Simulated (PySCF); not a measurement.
**C₆H₁₂AlFS: density, localisation and related maps**

```xyz
21

C    -3.6751    0.5599    1.2134
C    -2.3756    0.6066    0.9925
C    -1.5710   -0.5305    0.4376
C    -0.9504   -0.1556   -0.8696
C     0.3119   -0.3725   -1.2096
S     1.4913   -1.1723   -0.1488
C     2.9626   -1.0785   -1.1988
Al    2.0287    1.0587    0.7991
F     0.8048    1.2948    1.8823
H    -4.2149    1.4003    1.6149
H    -4.2567   -0.3254    1.0104
H    -1.8074    1.5009    1.2074
H    -0.7816   -0.8025    1.1465
H    -2.2161   -1.4018    0.2896
H    -1.6066    0.3218   -1.5858
H     0.7084   -0.1096   -2.1773
H     2.7389   -1.5163   -2.1672
H     3.7389   -1.6545   -0.7045
H     3.2800   -0.0395   -1.2974
H     3.4158    0.6081    1.3130
H     1.9654    1.8250   -0.5483
```

Geometry: GFN2-xTB.

Level of theory: PySCF 2.14.0, PBE0/pcSseg-1, SCF density, gas phase, non-relativistic.

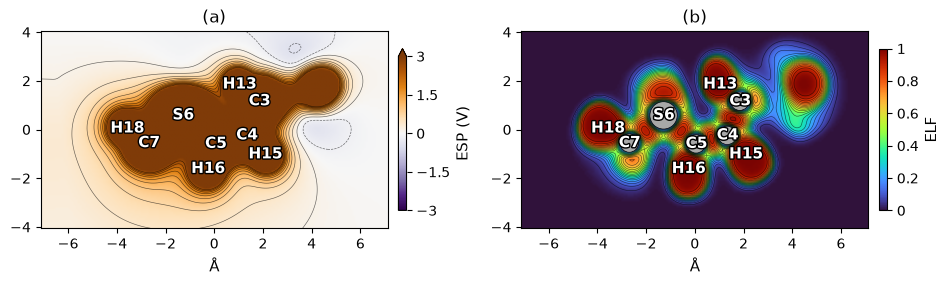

Figure 1. (a) molecular electrostatic potential; (b) electron localisation function on the plane of atoms C3, C4 and C5. Grey discs cover the atomic cores in the ELF map.

**Interpret the plot.**

The plane passes through C, S and H nuclei. C–C (1.33 Å): the ELF peaks at about 0.95 between the atoms (a multiple bond). C–S (1.78 Å): the ELF peaks at about 0.95 between the atoms; a covalent bond. C–H (1.10 Å): the ELF climbs to about 1 towards the hydrogen, as it does in any bond to H; an ordinary covalent bond to hydrogen. C–C (1.49 Å): the ELF peaks at about 0.95 between the atoms (localised, covalent bonding). The ELF also peaks beside S6, away from the bonds: lone-pair regions. Outside the dense part of the molecule the potential is most negative (−0.4 V) near C1, which lies off the plane.

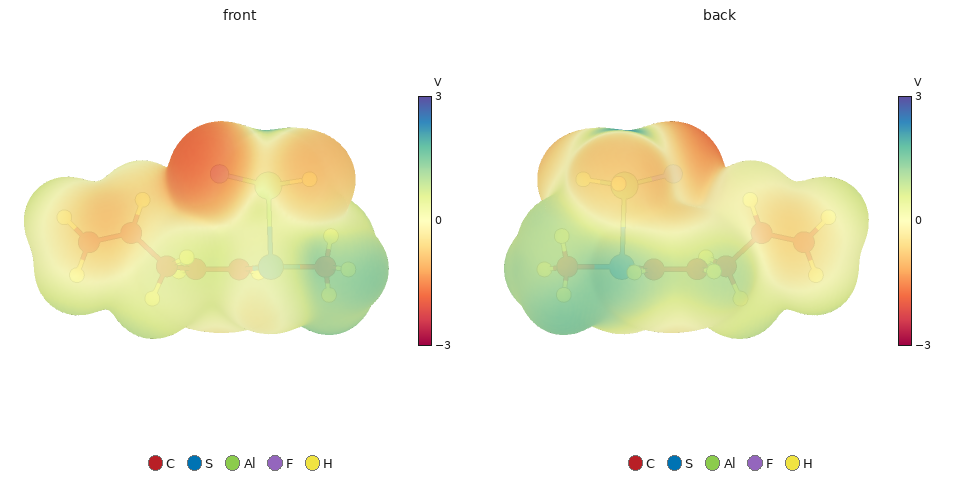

Figure 2. The molecular electrostatic potential painted on the density surface at 0.002 e/bohr³, seen from the front and from behind; red is negative and blue positive.

**Which sites attract a positive test charge, and which a negative one?**

A positive charge is drawn to the negative regions and a negative charge to the positive ones. The most negative region (about −1.8 V) lies over F9, the most positive (about +1.9 V) over Al8.

**How polar is the molecule by this calculation?**

Its dipole moment is 4.27 D.
